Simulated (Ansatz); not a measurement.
NaCu₃H₄ (space group P-43m, No. 215): coordinates from a relaxation with DFT PBE, scalar-relativistic, plane waves, PAW in Ansatz; the starting structure was generated, so it need not be a known form of this composition.

```yaml
crystal:
  lattice:
    - [4.22264, 0.00000, 0.00000]
    - [0.00000, 4.22264, 0.00000]
    - [0.00000, 0.00000, 4.22264]
  atoms:
    - { symbol: Na, position: [0.00000, 0.00000, 0.00000] }
    - { symbol: Cu, position: [0.00000, 0.50000, 0.50000] }
    - { symbol: Cu, position: [0.50000, 0.50000, 0.00000] }
    - { symbol: Cu, position: [0.50000, 0.00000, 0.50000] }
    - { symbol: H, position: [0.70771, 0.70771, 0.29229] }
    - { symbol: H, position: [0.70771, 0.29229, 0.70771] }
    - { symbol: H, position: [0.29229, 0.70771, 0.70771] }
    - { symbol: H, position: [0.29229, 0.29229, 0.29229] }
```

Bonds are taken as Cu–H below 2 Å; Na is left out of the net, as the electropositive filling of the structure; no other contact counts. The graph is simplified in the usual way: terminal and isolated atoms are pruned, two-connected atoms become edges.

Derive the underlying net.

The result is a binodal (3,4)-connected, three-periodic net: H is a 3-connected node; Cu is a 4-connected node, in the ratio 4:3. It is a single net, without interpenetration.

| node | links | point symbol | coordination sequence |
| --- | --- | --- | --- |
| H | 3 | 6^3 | 3 9 15 33 45 84 90 152 |
| Cu | 4 | 6^2.8^4 | 4 8 20 30 60 68 120 126 |

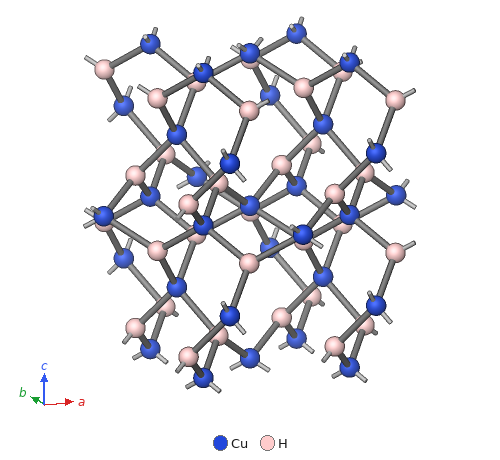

Nodes are coloured by element. Edges to nodes outside the piece are drawn as stubs.
